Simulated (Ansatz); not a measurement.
# From Sn(NH2)4 to SnF4: predicting a member

Gas-phase molecules. On one Sn centre, n of the NH2 ligands are replaced by F. The atomisation energy (no zero-point term) y in kJ/mol at CCSD(T)/def2-TZVPP. Shapes: PBE0-D4/def2-TZVP. Flexible molecules stand in one conformer, not always the lowest. Programs: Ansatz 0.2.0.

```
  molecule  n  y (kJ/mol)
  Sn(NH2)4  0        4037
 Sn(NH2)3F  1           ?
Sn(NH2)2F2  2        2881
      SnF4  4        1662
```

Problem. Fit y = c + s·n to the known rows and predict Sn(NH2)3F.

Solution. 
1. Means of the 3 rows: n = 2.00000, y = 2860.0.
2. Σ(Δn)² = 8, Σ(Δn·Δy) = -4750, so the slope is -4750/8 = -593.75.
3. Intercept: 2860.0 − (-593.75) × 2.00000 = 4047.5. The largest residual of the fit is 21.
4. Sn(NH2)3F: 4047.5 + (-593.75) × 1 = 3454 kJ/mol.

The run gave 3464 kJ/mol, so the prediction is off by -10 kJ/mol, within the largest residual. The steps per swap are -573, -583, -610 kJ/mol. The slope is the difference between a Sn–F and a Sn–NH2 bond with the ligands’ own bonds. Other levels give for Sn(NH2)3F: r2SCAN0-D4/def2-TZVPP 3451; B2PLYP/def2-TZVPP 3540; CCSD(T)/def2-SVP 3221 kJ/mol. Coupled cluster in double- or triple-zeta sets underbinds by a few per cent against its basis-set limit. For atoms past krypton def2 sets carry core potentials with scalar relativity. Outer-core shells of Sn are correlated, in sets that cover them unevenly.

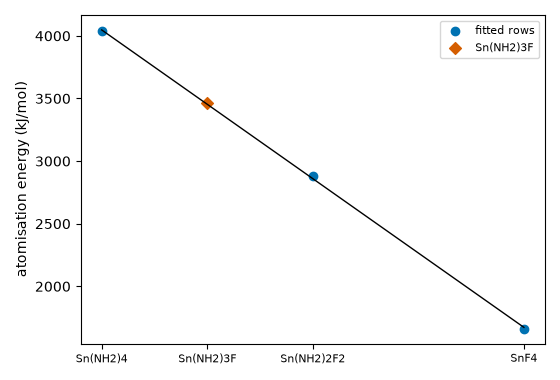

The fitted line, with the withheld member.
